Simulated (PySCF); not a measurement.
# AlOBr: relaxation and vibrations of the singlet

The task is one start of a wider search on AlOBr: the singlet, from a PBE0 minimum start. It is relaxed, tested by its Hessian and followed downhill if it is a saddle.

Program: PySCF 2.14.0. Level of theory: PBE0, basis Al def2-TZVP, O def2-TZVP, Br def2-TZVP, no relativity, density fitting. These are calculated values, not measurements.

**1. The starting structure**

3 atoms, charge 0, spin multiplicity 1.

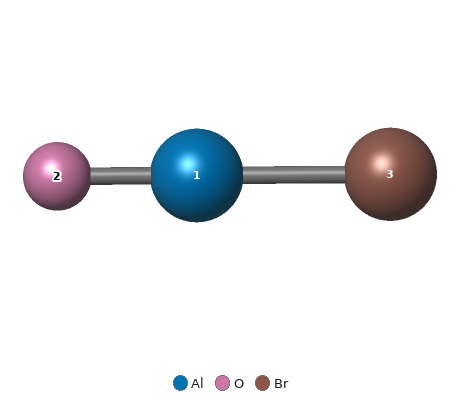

Start geometry, drawn with aluminium blue, oxygen pink, bromine brown; atoms are numbered from 1 in the order of the file.

Coordinates in bohr (charge 0 multiplicity 1):
```
Al    2.3124    0.0000    0.0000
O     5.3228    0.0000    0.0000
Br   -1.8694    0.0000    0.0000
```

**2. First SCF at the start**

The steps below are one call of a driver around PySCF. For each, scf.py gives the equivalent set-up of the SCF; relaxations use the driver's own optimiser. After this first run the driver tries any further starts and a stability analysis.

Input file scf.py:

```python
from pyscf import gto, scf, dft
mol = gto.M(atom='''
Al     1.223690     0.000000     0.000000
O      2.816690     0.000000    -0.000000
Br    -0.989250     0.000000    -0.000000''',
    basis={'Al': 'def2-TZVP', 'O': 'def2-TZVP', 'Br': 'def2-TZVP'},
    charge=0, spin=0)
mf = dft.RKS(mol, xc='PBE0')
mf.grids.atom_grid = (50, 194)
aux = {'Al': 'def2-universal-JKFIT', 'O': 'def2-universal-JKFIT', 'Br': 'def2-universal-JKFIT'}
mf = mf.density_fit(auxbasis=aux)
mf.conv_tol = 1e-08
mf.diis_space = 10
mf.max_cycle = 60
mf.init_guess = 'minao'
mf.verbose = 4
mf.kernel()
```

Started as:

```bash
$ OMP_NUM_THREADS=4 python axn.py task.json out
```

What it wrote:

```text
init E= -2890.46834019605
  HOMO = -0.353717338684408  LUMO = -0.142419816451735  gap/eV = 5.74970
cycle= 1 E= -2891.11179583075  delta_E= -0.643  |g|= 1.16  |ddm|= 2.01
  HOMO = -0.112285961326643  LUMO = 0.0178148825664846  gap/eV = 3.54022
cycle= 2 E= -2885.53134118493  delta_E= 5.58  |g|= 3.52  |ddm|= 3.52
  HOMO = -0.308760272530939  LUMO = -0.102899502830937  gap/eV = 5.60176
cycle= 3 E= -2891.35063294774  delta_E= -5.82  |g|= 0.391  |ddm|= 3.37
  HOMO = -0.267802895801101  LUMO = -0.0972580428496386  gap/eV = 4.64076
cycle= 4 E= -2891.3969248943  delta_E= -0.0463  |g|= 0.167  |ddm|= 0.512
  HOMO = -0.285972630006281  LUMO = -0.100237776557108  gap/eV = 5.05410
cycle= 5 E= -2891.40422177861  delta_E= -0.0073  |g|= 0.0863  |ddm|= 0.239
  HOMO = -0.285602232094319  LUMO = -0.0969220043597829  gap/eV = 5.13425
cycle= 6 E= -2891.40550650881  delta_E= -0.00128  |g|= 0.0156  |ddm|= 0.061
  HOMO = -0.287656611554257  LUMO = -0.0968939192266021  gap/eV = 5.19092
cycle= 7 E= -2891.40554221756  delta_E= -3.57e-05  |g|= 0.00869  |ddm|= 0.00718
  HOMO = -0.288222429806559  LUMO = -0.0969472700910927  gap/eV = 5.20486
cycle= 8 E= -2891.40555464097  delta_E= -1.24e-05  |g|= 0.00424  |ddm|= 0.0027
  HOMO = -0.288524972391323  LUMO = -0.0968863904204369  gap/eV = 5.21475
cycle= 9 E= -2891.40555831677  delta_E= -3.68e-06  |g|= 0.00111  |ddm|= 0.00214
  HOMO = -0.288673193026667  LUMO = -0.0969176192766952  gap/eV = 5.21793
cycle= 10 E= -2891.40555857088  delta_E= -2.54e-07  |g|= 0.000126  |ddm|= 0.000701
  HOMO = -0.288658626220807  LUMO = -0.0969121494636198  gap/eV = 5.21769
cycle= 11 E= -2891.40555857434  delta_E= -3.46e-09  |g|= 2.13e-05  |ddm|= 7.7e-05
  HOMO = -0.288655497780873  LUMO = -0.0969145899715755  gap/eV = 5.21754
Extra cycle  E= -2891.40555857413  delta_E= 2.16e-10  |g|= 4.08e-05  |ddm|= 4.01e-05
converged SCF energy = -2891.40555857413
```

This step, with its further starts and checks, needed 4.6 s of wall time on 4 threads of Arm Neoverse V2, shared host.

The test of internal stability found no lower closed-shell solution.

**3. Relaxing the singlet from the PBE0 minimum start**

The program finds C∞v symmetry in the start, which this walk keeps. The walk stops when the largest gradient is under 0.0003 Eh/bohr and the energy has settled too.

scf.py, as its differences from that of step 2:

```diff
@@ -3,3 +3,3 @@
-Al     1.223690     0.000000     0.000000
-O      2.816690     0.000000    -0.000000
-Br    -0.989250     0.000000    -0.000000''',
+Al     1.223692     0.000000     0.000000
+O      2.816692     0.000000     0.000000
+Br    -0.989248     0.000000     0.000000''',
@@ -15 +14,0 @@
-mf.init_guess = 'minao'
```

Steps of the walk:

| step | energy (Eh) | change (kJ/mol) | largest symmetric gradient (Eh/bohr) |
| --- | --- | --- | --- |
| 0 | -2891.405559 | 0.00 | 0.00013 |

The walk took 1.2 s.

After 0 steps and 0.0 kJ/mol it ends at C∞v: Al–Br 2.213 Å, Al–O 1.593 Å; Br–Al–O 180.0°.

**4. Hessian and properties**

The point is checked on the finer grid, and tightened if its gradient asks for it. The Hessian and the dipole derivatives come from central differences of analytic gradients, with steps of 0.02 bohr.

scf.py, as its differences from that of step 3:

```diff
@@ -3,3 +3,3 @@
-Al     1.223692     0.000000     0.000000
-O      2.816692     0.000000     0.000000
-Br    -0.989248     0.000000     0.000000''',
+Al     1.223718     0.000000     0.000000
+O      2.816614    -0.000000    -0.000000
+Br    -0.989197     0.000000    -0.000000''',
@@ -9 +9 @@
-mf.grids.atom_grid = (50, 194)
+mf.grids.atom_grid = (75, 302)
@@ -12 +12 @@
-mf.conv_tol = 1e-08
+mf.conv_tol = 1e-10
```

The driver hands on the density of the step before, so the log starts near convergence.

SCF at the final geometry:

```text
init E= -2891.40549577142
  HOMO = -0.288669725775501  LUMO = -0.0969043926747872  gap/eV = 5.21820
cycle= 1 E= -2891.40549577142  delta_E= -9.09e-13  |g|= 2.75e-06  |ddm|= 4.44e-06
  HOMO = -0.288669623266625  LUMO = -0.0969041126921084  gap/eV = 5.21821
Extra cycle  E= -2891.40549577142  delta_E= 1.82e-12  |g|= 4.19e-06  |ddm|= 5.76e-06
converged SCF energy = -2891.40549577142
```

The whole step took 18 s.

Geometry: C∞v; Al–Br 2.213 Å, Al–O 1.593 Å; Br–Al–O 180.0°.

Modes, for the most abundant isotopes:

| symmetry | ω (cm⁻¹) | IR (km/mol) | μ (u) | type |
| --- | --- | --- | --- | --- |
| π | 169 | 129 | 22.19 | bend |
| σ+ | 378 | 17.3 | 27.56 | stretch |
| σ+ | 1126 | 90.2 | 19.47 | stretch |

No imaginary mode, so this is a minimum.

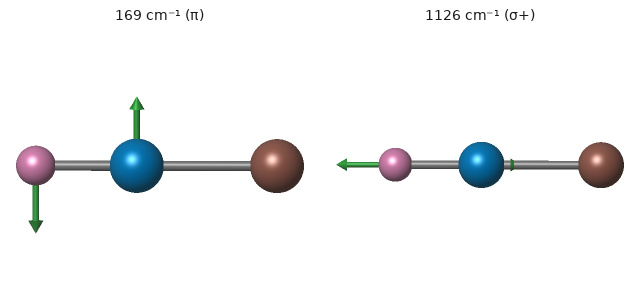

How the atoms move in 2 of the modes.

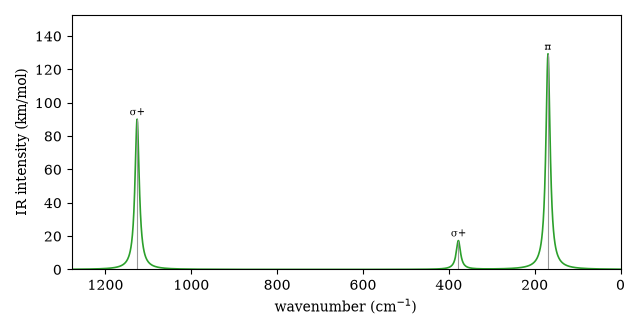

The harmonic infrared spectrum (widths in cm⁻¹). Lines are broadened to a width of 12 cm⁻¹ (Lorentzian).

Constants and moments:

```
Dipole moment                                                   : 4.29 D
Highest occupied level                                          : -7.86 eV
Lowest empty level                                              : -2.64 eV
Rotational constants                                            : 0.06894 cm⁻¹
Zero-point energy                                               : 11.0 kJ/mol
Principal polarisabilities                                      : 39.2, 39.2, 65.5 bohr³
Atomisation energy without zero-point energy                    : 856 kJ/mol
Principal traceless quadrupole moments about the centre of mass : -19.80, 9.90, 9.90 D Å
Entropy at 298.15 K and 1 bar                                   : 268.8 J/(mol K)
Heat capacity Cp at 298.15 K                                    : 52.3 J/(mol K)
Enthalpy at 298.15 K above 0 K                                  : 12.82 kJ/mol
Rotational symmetry number                                      : 1
```

Charges (e) and bond orders:

```json
{"atom": "Al1", "Mulliken": "0.59", "Löwdin": "-0.11", "polar tensor": "1.10", "Mayer order to Al1": "–"}
{"atom": "O2", "Mulliken": "-0.48", "Löwdin": "-0.25", "polar tensor": "-0.72", "Mayer order to Al1": "2.24"}
{"atom": "Br3", "Mulliken": "-0.10", "Löwdin": "0.37", "polar tensor": "-0.38", "Mayer order to Al1": "1.31"}
```

Mulliken populations on Al1: s 4.76, p 7.19, d 0.37, f 0.09.

**5. Summary of results**

```
                                 quantity                                        value
                                  minimum                                 singlet, C∞v
                                 geometry  Al–Br 2.213 Å, Al–O 1.593 Å; Br–Al–O 180.0°
                       wavenumbers (cm⁻¹)                 169 (π), 378 (σ+), 1126 (σ+)
                            dipole moment                                       4.29 D
     highest occupied, lowest empty level                              -7.86, -2.64 eV
               polar-tensor charge of Al1                                      +1.10 e
                        zero-point energy                                  11.0 kJ/mol
                      entropy at 298.15 K                              268.8 J/(mol K)
atomisation energy (no zero-point energy)                                   856 kJ/mol
```

**Reading.** The molecule stays C∞v, as typed, and the end point is a minimum. The strongest infrared band lies at 169 cm⁻¹ (π, bend). Other starts or spin states, not run here, may lie lower.

The search up to here took 24 s.
